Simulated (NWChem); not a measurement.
# C2H6S2 (SMILES CSSC): levels of theory compared

We compute a comparison of 6 runs (PBE/cc-pVDZ, BLYP/cc-pVDZ, SVWN5/cc-pVDZ, TPSS/cc-pVDZ, r2SCAN/cc-pVDZ, revPBE/cc-pVDZ) of C2H6S2. 

The results are computed with NWChem 7.3.0.

### 1 The molecule

C2H6S2 has 10 atoms, charge 0, and is taken as a singlet. As SMILES, `CSSC`. The shape is that of a PBE0-D4/def2-TZVP optimisation. This is one conformer, not always the lowest.

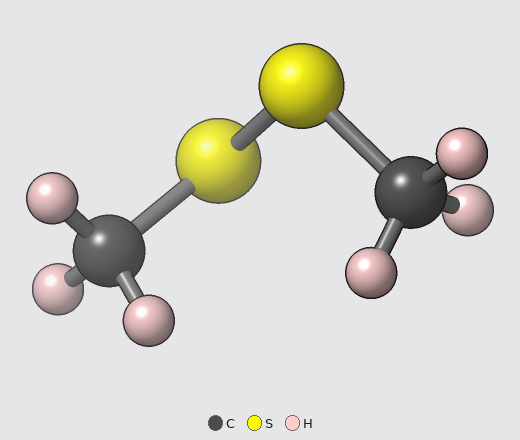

The structure, seen from a chosen angle (carbon dark grey, sulfur yellow, hydrogen pink).

### 2 Energy and forces at PBE/cc-pVDZ (run 1)

struct.nw reads:

```
start struct
memory 2200 mb
geometry noautosym nocenter noautoz
 C     -1.051300     1.501800    -0.317200
 S      0.740400     1.356700    -0.153900
 S      0.967800    -0.119700     1.216900
 C      0.915200    -1.624600     0.221900
 H     -1.485400     0.595200    -0.738400
 H     -1.506100     1.726500     0.646700
 H     -1.228700     2.332500    -1.004300
 H      1.095800    -2.452600     0.911400
 H     -0.061400    -1.758100    -0.243200
 H      1.696600    -1.608900    -0.536800
end
basis spherical bse
 * library cc-pVDZ
end
dft
 xc xpbe96 cpbe96
 grid fine
 convergence energy 1e-08
 iterations 100
 mulliken
 print low
end
task dft gradient
```

The run is started by

```console
$ nwchem struct.nw > struct.out
```

Standard output:

```text
[...]
 d= 0,ls=0.0,diis     1   -875.7123355240 -1.10D+03  7.02D-03  4.17D-01     5.3
[...]
 d= 0,ls=0.0,diis     8   -875.7510851151  9.16D-10  2.67D-06  9.04D-08    32.3
         Total DFT energy =     -875.751085115059
      One electron energy =    -1650.386969147037
           Coulomb energy =      615.462153473701
    Exchange-Corr. energy =      -64.034850479013
 Nuclear repulsion energy =      223.208581037290
[...]
      Total Density - Mulliken Population Analysis
     ---------------------------------------------
    Atom       Charge   Shell Charges
 -----------   ------   -------------------------------------------------------
    1 C    6     6.14   2.02  0.67  0.45  2.10  0.87  0.04
    2 S   16    16.07   2.00  2.03  0.95  0.90  6.01  2.34  1.72  0.12
    3 S   16    16.07   2.00  2.03  0.95  0.90  6.01  2.34  1.72  0.12
    4 C    6     6.14   2.02  0.67  0.45  2.10  0.87  0.04
    5 H    1     0.93   0.74  0.17  0.03
    6 H    1     0.93   0.73  0.16  0.03
    7 H    1     0.93   0.73  0.17  0.03
    8 H    1     0.93   0.73  0.17  0.03
    9 H    1     0.93   0.74  0.17  0.03
   10 H    1     0.93   0.73  0.16  0.03
[...]
                         DFT ENERGY GRADIENTS
    atom               coordinates                        gradient
                 x          y          z           x          y          z
   1 C      -1.986669   2.837990  -0.599421    0.000812   0.000068  -0.000165
   2 S       1.399153   2.563791  -0.290829   -0.010258  -0.013747   0.011844
   3 S       1.828877  -0.226200   2.299608   -0.003118   0.003859  -0.020271
   4 C       1.729477  -3.070049   0.419330    0.000009   0.000535   0.000701
   5 H      -2.806999   1.124765  -1.395374    0.005125   0.009406   0.004626
   6 H      -2.846116   3.262612   1.222086    0.005308  -0.002521  -0.010013
   7 H      -2.321906   4.407786  -1.897852    0.001866  -0.008353   0.006954
   8 H       2.070762  -4.634742   1.722296   -0.001796   0.008416  -0.006914
   9 H      -0.116029  -3.322327  -0.459581    0.010286   0.001971   0.005070
  10 H       3.206109  -3.040380  -1.014405   -0.008234   0.000366   0.008167
[...]
```

Run time: 42 s. Hardware: 1 thread of Intel Xeon Platinum 8488C (Sapphire Rapids), shared host; peak memory 0.12 GiB.

### 3 Energy and gradient at BLYP/cc-pVDZ (run 2)

run.py reads:

```python
from ase import Atoms
from ase.calculators.nwchem import NWChem

system = Atoms(['C', 'S', 'S', 'C', 'H', 'H', 'H', 'H', 'H', 'H'], positions=[
    [-1.051300, 1.501800, -0.317200],
    [0.740400, 1.356700, -0.153900],
    [0.967800, -0.119700, 1.216900],
    [0.915200, -1.624600, 0.221900],
    [-1.485400, 0.595200, -0.738400],
    [-1.506100, 1.726500, 0.646700],
    [-1.228700, 2.332500, -1.004300],
    [1.095800, -2.452600, 0.911400],
    [-0.061400, -1.758100, -0.243200],
    [1.696600, -1.608900, -0.536800],
])

calc = NWChem(
    label='mol',
    theory='dft',
    memory='2200 mb',
    basis='cc-pVDZ',
    basispar='spherical bse',
    dft={'xc': 'becke88 lyp', 'mult': '1', 'grid': 'fine', 'convergence': 'energy 1e-08', 'iterations': '100', 'mulliken': None},
)
system.calc = calc

forces = system.get_forces()
e = system.get_potential_energy()
print(f"E = {e:.6f} eV")
print("forces (eV/A):")
for s, f in zip(system.symbols, forces):
    print(f"{s:2s} {f[0]:10.5f} {f[1]:10.5f} {f[2]:10.5f}")
print("dipole (e A):", system.get_dipole_moment().round(4))
```

The run is started by

```console
$ export ASE_NWCHEM_COMMAND="nwchem PREFIX.nwi > PREFIX.nwo"
$ python run.py
```

Standard output:

```text
E = -23841.024028 eV
forces (eV/A):
C    -0.38531    0.05384   -0.04088
S     0.83972    1.02911   -0.86914
S     0.24683   -0.22667    1.55290
C     0.00021   -0.33764   -0.20199
H    -0.28138   -0.46902   -0.22914
H    -0.29131    0.12377    0.49972
H    -0.11519    0.42865   -0.35831
H     0.09061   -0.44737    0.34304
H    -0.51273   -0.11719   -0.27048
H     0.40850   -0.03744   -0.42567
dipole (e A): [-0.2768 -0.2041 -0.1738]
```

The calculator wrote mol.nwi:

```
title "mol"

permanent_dir mol

scratch_dir mol

start mol

geometry units angstrom nocenter noautosym noautoz
  C  -1.0512999999999999e+00 1.5018000000000000e+00 -3.1719999999999998e-01
  S  7.4039999999999995e-01 1.3567000000000000e+00 -1.5390000000000001e-01
  S  9.6779999999999999e-01 -1.1970000000000000e-01 1.2169000000000001e+00
  C  9.1520000000000001e-01 -1.6246000000000000e+00 2.2189999999999999e-01
  H  -1.4854000000000001e+00 5.9519999999999995e-01 -7.3839999999999995e-01
  H  -1.5061000000000000e+00 1.7264999999999999e+00 6.4670000000000005e-01
  H  -1.2286999999999999e+00 2.3325000000000000e+00 -1.0043000000000000e+00
  H  1.0958000000000001e+00 -2.4525999999999999e+00 9.1139999999999999e-01
  H  -6.1400000000000003e-02 -1.7581000000000000e+00 -2.4320000000000000e-01
  H  1.6966000000000001e+00 -1.6089000000000000e+00 -5.3680000000000005e-01
end

memory 2200 mb

basis spherical bse noprint
   * library cc-pVDZ
end

dft
  xc becke88 lyp
  mult 1
  grid fine
  convergence energy 1e-08
  iterations 100
  mulliken
end

task dft gradient
```

mol.nwo:

```text
Northwest Computational Chemistry Package (NWChem) 7.3.0
             --------------------------------------------------------

           Job information
           ---------------

    nwchem branch   = 7.3.0
    use scalapack   = T
    input           = mol.nwi
    prefix          = mol.
    data base       = mol/mol.db
    status          = startup
    nproc           =        1

           Memory information
           ------------------

    heap     =     72089596 doubles =      550.0 Mbytes
    stack    =     72089601 doubles =      550.0 Mbytes
    global   =    144179200 doubles =     1100.0 Mbytes (distinct from heap & stack)
    total    =    288358397 doubles =     2200.0 Mbytes
    verify   = yes
    hardfail = no

[... 107 lines left out ...]
  convergence criterion.
[... 36 lines left out ...]
          Spatial weights used:  Erf1
[... 89 lines left out ...]
         Total DFT energy =     -876.141480136720
[... 3 lines left out ...]
 Nuclear repulsion energy =      223.208581037290
[... 730 lines left out ...]
          Convergence on gradient requested:  5.00D-04
[... 23 lines left out ...]
          total energy or number of iterations.
[... 26 lines left out ...]
                         DFT ENERGY GRADIENTS

    atom               coordinates                        gradient
                 x          y          z           x          y          z
   1 C      -1.986669   2.837990  -0.599421    0.007493  -0.001047   0.000795
   2 S       1.399153   2.563791  -0.290829   -0.016330  -0.020013   0.016902
   3 S       1.828877  -0.226200   2.299608   -0.004800   0.004408  -0.030199
[... 6 lines of this table left out ...]
  10 H       3.206109  -3.040380  -1.014405   -0.007944   0.000728   0.008278

                 ----------------------------------------
                 |  Time  |  1-e(secs)   |  2-e(secs)   |
                 ----------------------------------------
                 |  CPU   |       0.01   |       7.24   |
                 ----------------------------------------
                 |  WALL  |       0.01   |       7.24   |
                 ----------------------------------------

 Task  times  cpu:       41.5s     wall:       41.5s
 Total times  cpu:       41.5s     wall:       41.5s
```

Wall time 43 s (1 thread of Intel Xeon Platinum 8488C (Sapphire Rapids), shared host); peak memory 0.12 GiB.

Runs 3 to 5 aren't shown in full; the table further down has their settings and results.

### 4 Energy and gradient at revPBE/cc-pVDZ (run 6)

c2h6s2.nw reads:

```
START c2h6s2
TITLE "C2H6S2"
memory stack 880 mb heap 220 mb global 1100 mb

GEOMETRY noautosym nocenter noautoz
   C     -1.051300     1.501800    -0.317200
   S      0.740400     1.356700    -0.153900
   S      0.967800    -0.119700     1.216900
   C      0.915200    -1.624600     0.221900
   H     -1.485400     0.595200    -0.738400
   H     -1.506100     1.726500     0.646700
   H     -1.228700     2.332500    -1.004300
   H      1.095800    -2.452600     0.911400
   H     -0.061400    -1.758100    -0.243200
   H      1.696600    -1.608900    -0.536800
END

BASIS spherical bse
   * library cc-pVDZ
END

DFT
   xc revpbe cpbe96
   grid fine
   convergence energy 1e-08
   iterations 100
   mulliken
END

TASK dft gradient
```

The run is started by

```console
$ nwchem c2h6s2.nw > c2h6s2.out
```

Standard output:

```text
[...]
          Wavefunction type:  closed shell.
          No. of atoms     :    10
          No. of electrons :    50
[...]
          Charge           :     0
          Spin multiplicity:     1
[...]
          AO basis - number of functions:    94
[...]
              XC Information
              --------------
                        RevPBE Exchange Functional  1.000
            Perdew 1991 LDA Correlation Functional  1.000 local
           PerdewBurkeErnz. Correlation Functional  1.000 non-local
[...]
 d= 0,ls=0.0,diis     1   -876.0024083070 -1.10D+03  6.98D-03  3.83D-01     5.2
[...]
 d= 0,ls=0.0,diis     8   -876.0411695213  2.22D-10  2.41D-06  7.61D-08    32.3
         Total DFT energy =     -876.041169521292
      One electron energy =    -1650.393382140874
           Coulomb energy =      615.480446054500
    Exchange-Corr. energy =      -64.336814472207
 Nuclear repulsion energy =      223.208581037290
[...]
  wavefunction    = closed shell
                         DFT ENERGY GRADIENTS
    atom               coordinates                        gradient
                 x          y          z           x          y          z
   1 C      -1.986669   2.837990  -0.599421    0.003129  -0.000403   0.000244
   2 S       1.399153   2.563791  -0.290829   -0.012532  -0.015489   0.012865
   3 S       1.828877  -0.226200   2.299608   -0.003854   0.003381  -0.023183
   4 C       1.729477  -3.070049   0.419330   -0.000010   0.002700   0.001735
   5 H      -2.806999   1.124765  -1.395374    0.005443   0.009412   0.004738
   6 H      -2.846116   3.262612   1.222086    0.005648  -0.002633  -0.010124
   7 H      -2.321906   4.407786  -1.897852    0.002037  -0.008578   0.007121
   8 H       2.070762  -4.634742   1.722296   -0.001854   0.008725  -0.007009
   9 H      -0.116029  -3.322327  -0.459581    0.010373   0.002264   0.005213
  10 H       3.206109  -3.040380  -1.014405   -0.008380   0.000621   0.008399
[...]
```

Run time: 43 s. Hardware: 1 thread of Intel Xeon Platinum 8488C (Sapphire Rapids), shared host; peak memory 0.12 GiB.

### 5 The series

| run | level | energy (Eh) | largest force (eV/Å) | wall time |
| --- | --- | --- | --- | --- |
| 1 | PBE/cc-pVDZ | -875.751085 | 1.073 | 42 s |
| 2 | BLYP/cc-pVDZ | -876.141480 | 1.589 | 43 s |
| 3 | SVWN5/cc-pVDZ | -872.705300 | 0.691 | 33 s |
| 4 | TPSS/cc-pVDZ | -876.274146 | 1.153 | 48 s |
| 5 | r2SCAN/cc-pVDZ | -876.105974 | 0.863 | 48 s |
| 6 | revPBE/cc-pVDZ | -876.041170 | 1.221 | 43 s |

### 6 What came out

```
                       quantity          value
            run 6: total energy  -876.04117 Eh
           run 6: dipole moment         1.97 D
             run 6: HOMO energy       -5.36 eV
             run 6: LUMO energy       -0.81 eV
           run 6: HOMO–LUMO gap        4.55 eV
run 6: largest force on an atom     1.221 eV/Å
```

In words: Over runs 2, 3, 4, 5, 6 the dipole moment (its size) runs from 1.85 D (BLYP/cc-pVDZ) to 2.11 D (r2SCAN/cc-pVDZ). Over runs 2, 3, 4, 6 the HOMO–LUMO gap runs from 4.41 eV (SVWN5/cc-pVDZ) to 4.77 eV (TPSS/cc-pVDZ). Totals of different functionals can't be ranked against each other. All runs together took 4.3 min, the longest 48 s.
